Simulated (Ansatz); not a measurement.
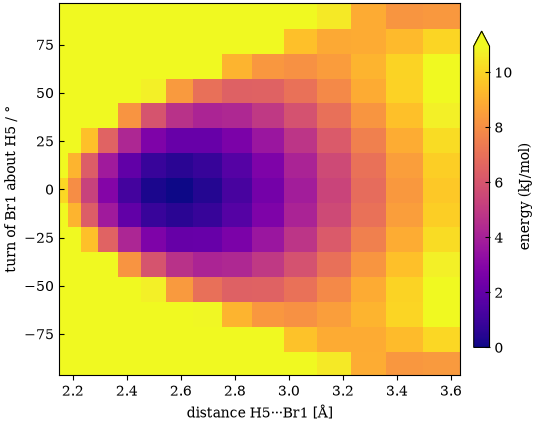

Energy landscape of the pair Br···CH₄, charge −1. 
- The turn is about an axis along (1.00, −0.03, −0.07) in the frame of the relaxed pair, normal to the line between the partners.
- First axis: distance H5···Br1. Second axis: turn of Br1 about H5.
- Grid: 15 × 15 points.
- Points are written as (first, second).
- Energies are in kJ/mol, from the lowest grid point.
- Level of theory: RKS SPW92 (LDA)/def2-TZVPD in Ansatz.

In the figure: one coloured cell a grid point, one colour for all values above the top of the scale. 

Describe this landscape.

The lowest grid point is at (2.594 Å, 0.0°). The energy also falls towards the edge at (3.428 Å, 90.0°) (8.2 kJ/mol above the lowest) and (3.428 Å, −90.0°) (8.3 kJ/mol above the lowest), where a further well may lie outside the range. It is the only kind of minimum in the scanned range. The highest grid point, (2.166 Å, 90.0°), lies 168.2 kJ/mol above the lowest. Round the minimum the two coordinates are nearly uncoupled.

Each point was launched as `ansatz run input.yaml --threads 1 --pin off --max-ram 2560MiB --backend cpu --events-out ev --progress --plain --runs-dir out`. The whole map (225 points run) took 3.4 min on 1 thread of Intel(R) Xeon(R) 6975P-C (Granite Rapids) (shared host).
